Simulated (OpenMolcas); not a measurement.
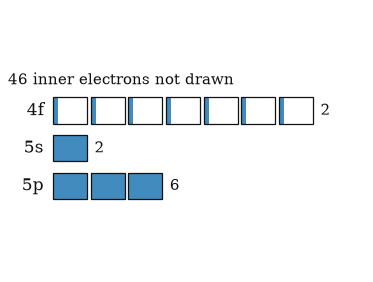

Figure 1. The outer shells of the leading configuration of the lowest level: a box for each of the 2l + 1 orbitals, shaded by the share of the shell that is filled, with the electron count at the right.

Run report: Pr³⁺ complex, multiconfigurational calculation (part 1 of 2)

Pr³⁺ with 6 ligands (O; octahedron, 2.382 Å), embedded in CaO by model potentials and point charges, whose field is part of the energies. Computed at this level: state-averaged CASSCF, active space 2 electrons in the shell 4f, basis ANO-RCC-VDZP on the metal and ANO-RCC-VDZP on the ligands, DKH2 scalar Hamiltonian, spin-orbit coupling by RASSI with atomic mean-field integrals (OpenMolcas).

### Results in brief

| quantity | value |
| --- | --- |
| outcome | converged |
| energy of the lowest spin-free term | −9687.22989 hartree |
| energy of the lowest spin-orbit level | −9687.24162 hartree |
| largest spread among components of a term | 0.0 cm⁻¹ |
| hardware | 1 thread of Arm Neoverse V1, 24 GiB of memory available, shared host |
| wall time | 32 s |
| peak memory | 0.6 GiB |

### Remarks

Without dynamic correlation the splittings between terms come out too large, often by 20 to 50 %. Caveats: the geometry is set by hand, with no relaxation.

### The input
```
&GATEWAY
Basis set
Pr.ANO-RCC-VDZP.
Pr1 0.0 0.0 0.0 Angstrom
End of basis
Basis set
O.ANO-RCC-VDZP.
L1 2.382000 0.000000 0.000000 Angstrom
L2 0.000000 2.382000 0.000000 Angstrom
L3 0.000000 0.000000 2.382000 Angstrom
End of basis
Basis set
Ca.EMB-AIMP.Pascual.13s7p.1s1p.ECP.CaO.
PseudoCharge
* 3 symmetry-unique lattice sites within 7.6 angstrom
End of basis
Basis set
Ca.EMB-AIMP.Pascual.0s.0s.ECP.CaO.
PseudoCharge
* 24 symmetry-unique lattice sites within 7.6 angstrom
End of basis
Basis set
O.EMB-AIMP.Pascual.0s.0s.ECP.CaO.
PseudoCharge
* 31 symmetry-unique lattice sites within 7.6 angstrom
End of basis
Symmetry
XYZ
AngMom=0.0 0.0 0.0
AMFI
RICD
XField
1037 Angstrom 0
* Evjen-weighted lattice charges
&SEWARD
&RASSCF
FileOrb=start.orb
Symmetry=1
Spin=3
nActEl=2 0 0
Inactive=30 27
Ras2=0 7
CIRoot=21 21 1
SDav=21
CIMx=300
Iter=150 100
PrWF=0.3
OrbListing=Nothing
MaxOrb=0
LevShft=1.0
>>> COPY $Project.JobIph JOB001
&RASSCF
FileOrb=start.orb
Symmetry=1
Spin=1
nActEl=2 0 0
Inactive=30 27
Ras2=0 7
CIRoot=28 28 1
SDav=28
CIMx=300
Iter=150 100
PrWF=0.3
OrbListing=Nothing
MaxOrb=0
CIOnly
LevShft=1.0
>>> COPY $Project.JobIph JOB002
&RASSI
NrOfJobIphs=2 21 27
1 2 3 4 5 6 7 8 9 10 11 12 13 14 15 16 17 18 19 20 21
1 2 3 4 5 6 7 8 9 10 11 12 13 14 15 16 17 18 19 20 21 22 23 24 25 26 27
IphNames
JOB001
JOB002
EJob
SpinOrbit
DIPRint=1.0
SOCoupling=1000.0
Subsets=2
Property=9
'ANGMOM' 1 'ANGMOM' 2 'ANGMOM' 3 'MLTPL  1' 1 'MLTPL  1' 2 'MLTPL  1' 3
'AMFI' 1 'AMFI' 2 'AMFI' 3
SOProperty=3
'ANGMOM' 1 'ANGMOM' 2 'ANGMOM' 3
```

The file start.orb holds starting orbitals from an earlier step. A driver script formed the levels outside the program, from RASSI's spin-orbit matrix and the active-space energies, averaged over the components of each term or state.

Command:
```bash
OMP_NUM_THREADS=1 MOLCAS_MEM=2457 MOLCAS_PROJECT=a pymolcas a.inp > a.log  # once for each step of the input, in one work folder
```

### Output (extracts)
```
--- SEWARD ---
Basis set label: PR.ANO-RCC...7S6P4D2F1G.

      Electronic valence basis set:
      ------------------
      Associated Effective Charge  59.000000 au
      Associated Actual Charge     59.000000 au
      Nuclear Model: Point charge

      Shell  nPrim  nBasis  Cartesian Spherical Contaminant
         s      25       7        X
         p      22       6        X
         d      15       4                 X
         f      11       2                 X
         g       4       1                 X
                  Relativistic Douglas-Kroll-Hess integrals:
                    - DKH order of Hamiltonian: 2
                    - DKH order of Properties : 0
                  Atomic mean-field integrals
--- RASSCF ---
Wave function specifications:
      -----------------------------

      Number of closed shell electrons         114
      Number of electrons in active shells       2
      Max number of holes in RAS1 space          0
      Max nr of electrons in RAS3 space          0
      Number of inactive orbitals               57
      Number of active orbitals                  7
      Number of secondary orbitals             112
      Spin quantum number                      1.0
      State symmetry                             1
Orbital specifications:
      -----------------------

      Symmetry species                           1   2
                                                ag  au
      Frozen orbitals                            0   0
      Inactive orbitals                         30  27
      Active orbitals                            0   7
      RAS1 orbitals                              0   0
      RAS2 orbitals                              0   7
      RAS3 orbitals                              0   0
      Secondary orbitals                        60  52
      Deleted orbitals                           0   0
      Number of basis functions                 90  86
      Number of CSFs                            21
      Number of root(s) required                21
      Iter CI   SX   CI       RASSCF       Energy    max ROT     max BLB   max BLB  Level Ln srch  Step   QN
          iter iter root      energy       change     param      element    value   shift minimum  type update
 Nr of preliminary CI iterations:   1
      Total energies have been shifted. Add                -9000.00 au
        1   1    9    0  -685.15209789    0.00E+00  -6.83E-02   14  48 2 -4.81E-01*  0.91   0.00    SX    NO
        2   1   10    0  -686.78315605   -1.63E+00*  7.28E-02   30  33 1  2.28E-01*  0.55   0.00    SX    NO
        3   1   10    0  -687.12811589   -3.45E-01*  3.41E-02   30  33 1  9.64E-02*  0.55   0.00    SX    NO
        4   1   10    0  -687.18218971   -5.41E-02*  1.74E-02   30  33 1  4.99E-02*  0.57   0.00    SX    NO
        5   1    9    0  -687.19464336   -1.25E-02*  1.50E-02   30  33 1  2.42E-02*  0.58   1.95    LS   YES
        6   1    9    0  -687.19853182   -3.89E-03*  1.79E-03   12  44 2 -7.12E-03*  0.60   1.10    QN   YES
        7   1    8    0  -687.19898628   -4.54E-04* -1.22E-03   15  49 2 -3.10E-03*  0.59   1.28    QN   YES
        8   1    7    0  -687.19907204   -8.58E-05* -3.27E-04   13  49 1  5.47E-04*  0.59   1.14    QN   YES
        9   1    7    0  -687.19907797   -5.93E-06*  1.41E-04   12  44 2  2.86E-04*  0.59   1.28    QN   YES
       10   1    6    0  -687.19907880   -8.29E-07* -4.55E-05   12  44 2  7.35E-05   0.59   1.21    QN   YES
       11   1    5    0  -687.19907886   -6.28E-08*  6.83E-05   27  31 2  2.85E-05   0.59   2.50    LS   YES
       12   1    6    0  -687.19907876    9.84E-08* -4.13E-05   12  44 2 -1.01E-04*  0.59   0.14    LS   YES
       13   1    6    0  -687.19907886   -9.48E-08* -1.45E-05   13  49 1 -4.39E-05   0.59   1.20    QN   YES
       14   1    5    0  -687.19907887   -9.82E-09  -2.17E-05   25  32 1  1.16E-05   0.59   2.50    LS   YES
      Convergence after 14 iterations
       15   1    5    0  -687.19907884    2.28E-08* -2.17E-05   13  49 1  6.12E-05   0.59   2.50    LS   YES
      Natural orbitals and occupation numbers for root  1
      sym 2:   0.606289   0.348486   0.045225   0.045225   0.348486   0.606289   0.000000
      Natural orbitals and occupation numbers for root  2
      sym 2:   0.045223  -0.000000   0.348491   0.606286   0.606286   0.348491   0.045223
      Natural orbitals and occupation numbers for root  3
      sym 2:   0.000000   0.606793   0.606793   0.045770   0.045770   0.347437   0.347437
::    RASSCF root number  1 Total energy:  -9687.22988944
::    RASSCF root number  2 Total energy:  -9687.22988944
::    RASSCF root number  3 Total energy:  -9687.22988944
::    RASSCF root number  4 Total energy:  -9687.22609169
::    RASSCF root number  5 Total energy:  -9687.22609169
::    RASSCF root number  6 Total energy:  -9687.22609169
::    RASSCF root number  7 Total energy:  -9687.22353914
::    RASSCF root number  8 Total energy:  -9687.22353914
::    RASSCF root number  9 Total energy:  -9687.22353914
::    RASSCF root number 10 Total energy:  -9687.22347883
::    RASSCF root number 11 Total energy:  -9687.22347883
::    RASSCF root number 12 Total energy:  -9687.20013733
::    RASSCF root number 13 Total energy:  -9687.20013733
::    RASSCF root number 14 Total energy:  -9687.20013733
::    RASSCF root number 15 Total energy:  -9687.19799670
::    RASSCF root number 16 Total energy:  -9687.19799670
::    RASSCF root number 17 Total energy:  -9687.19799670
::    RASSCF root number 18 Total energy:  -9687.19573691
::    RASSCF root number 19 Total energy:  -9687.10166612
::    RASSCF root number 20 Total energy:  -9687.10166612
::    RASSCF root number 21 Total energy:  -9687.10166612
--- RASSCF ---
Wave function specifications:
      -----------------------------

      Number of closed shell electrons         114
      Number of electrons in active shells       2
      Max number of holes in RAS1 space          0
      Max nr of electrons in RAS3 space          0
      Number of inactive orbitals               57
      Number of active orbitals                  7
      Number of secondary orbitals             112
      Spin quantum number                      0.0
      State symmetry                             1
Orbital specifications:
      -----------------------

      Symmetry species                           1   2
                                                ag  au
      Frozen orbitals                            0   0
      Inactive orbitals                         30  27
      Active orbitals                            0   7
      RAS1 orbitals                              0   0
      RAS2 orbitals                              0   7
      RAS3 orbitals                              0   0
      Secondary orbitals                        60  52
      Deleted orbitals                           0   0
      Number of basis functions                 90  86
      Number of CSFs                            28
      Number of root(s) required                28
      Iter CI   SX   CI       RASSCF       Energy    max ROT     max BLB   max BLB  Level Ln srch  Step   QN
          iter iter root      energy       change     param      element    value   shift minimum  type update
 Nr of preliminary CI iterations:   1
        1   1    0    0 -9687.13680828    0.00E+00   0.00E+00   32  39 2 -4.92E-03*  0.00   0.00    SX    NO
      Natural orbitals and occupation numbers for root  1
      sym 2:   0.111876   0.000000   0.910968   0.035601   0.787181   0.055575   0.098800
      Natural orbitals and occupation numbers for root  2
      sym 2:   0.265631   0.000000   0.044858   0.132874   0.057320   1.109284   0.390033
      Natural orbitals and occupation numbers for root  3
      sym 2:   0.220101   1.282524   0.019058   0.220101   0.019058   0.019057   0.220101
::    RASSCF root number  1 Total energy:  -9687.19781830
::    RASSCF root number  2 Total energy:  -9687.19781830
::    RASSCF root number  3 Total energy:  -9687.19761641
::    RASSCF root number  4 Total energy:  -9687.19754542
::    RASSCF root number  5 Total energy:  -9687.19754542
::    RASSCF root number  6 Total energy:  -9687.19754542
::    RASSCF root number  7 Total energy:  -9687.19226849
::    RASSCF root number  8 Total energy:  -9687.19226849
::    RASSCF root number  9 Total energy:  -9687.19226849
::    RASSCF root number 10 Total energy:  -9687.13548226
::    RASSCF root number 11 Total energy:  -9687.13548226
::    RASSCF root number 12 Total energy:  -9687.13548226
::    RASSCF root number 13 Total energy:  -9687.12845761
::    RASSCF root number 14 Total energy:  -9687.12845761
::    RASSCF root number 15 Total energy:  -9687.11672963
::    RASSCF root number 16 Total energy:  -9687.11583080
::    RASSCF root number 17 Total energy:  -9687.11583080
::    RASSCF root number 18 Total energy:  -9687.11583080
::    RASSCF root number 19 Total energy:  -9687.11471875
::    RASSCF root number 20 Total energy:  -9687.11471875
::    RASSCF root number 21 Total energy:  -9687.11471875
::    RASSCF root number 22 Total energy:  -9687.11037241
::    RASSCF root number 23 Total energy:  -9687.10772891
::    RASSCF root number 24 Total energy:  -9687.10772891
::    RASSCF root number 25 Total energy:  -9687.10772891
::    RASSCF root number 26 Total energy:  -9687.10651467
::    RASSCF root number 27 Total energy:  -9687.10651467
::    RASSCF root number 28 Total energy:  -9686.94961112
```

(Continued in part 2.)
